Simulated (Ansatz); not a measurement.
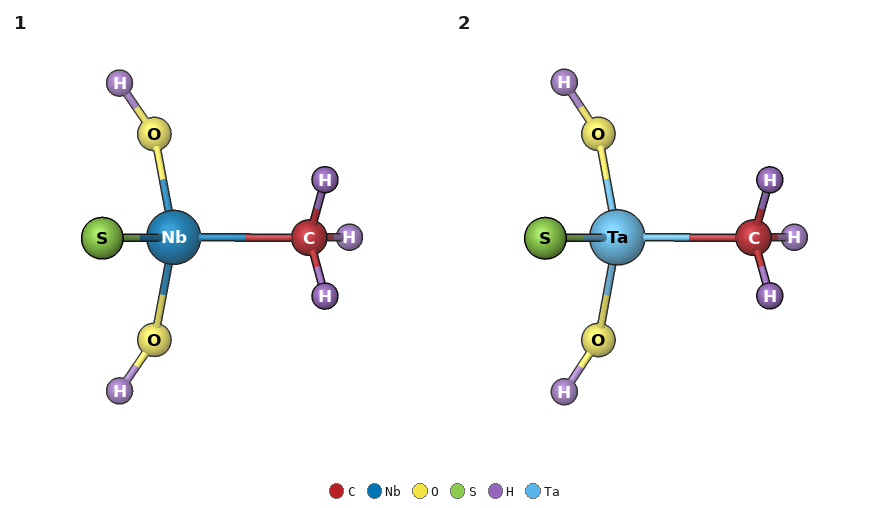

2 molecules with one skeleton, seen from the same side and at one scale. Each species is neutral and a spin singlet. Computed geometries: PBE0-D4/def2-TZVP optimisations, one conformation each. Properties computed with Ansatz 0.2.0. Elements past Kr carry core potentials.

One atom differs, called X below: Nb in panel 1, Ta in panel 2. Their formulas are CH5NbO2S (`[CH3][Nb]([OH])([OH])=[S]`), CH5O2STa (`[CH3][Ta]([OH])([OH])=[S]`).

In which is the dipole moment larger (B3LYP-D4/def2-TZVPP)?

In panel 2 (X = Ta).

In which is the HOMO–LUMO gap larger (PBE0-D4/def2-SVP)?

In panel 2 (X = Ta).

Give the values. With PBE0-D4/def2-TZVP: length of X–C (Å), mean length of X–O (Å), length of X–S (Å), angle O–X–O (°). With PBE0-D4/def2-SVP: HOMO energy (Kohn–Sham orbital) (eV), HOMO–LUMO gap (eV). With B3LYP-D4/def2-TZVPP: dipole moment (D).

```tsv
quantity	1 (Nb)	2 (Ta)	2 − 1
length of X–C (Å)	2.142	2.148	+0.006
mean length of X–O (Å)	1.882	1.890	+0.008
length of X–S (Å)	2.145	2.165	+0.020
angle O–X–O (°)	112.9	112.5	−0.4
HOMO energy (Kohn–Sham orbital) (eV)	−7.56	−7.45	+0.11
HOMO–LUMO gap (eV)	5.96	6.30	+0.34
dipole moment (D)	1.42	1.90	+0.48
```
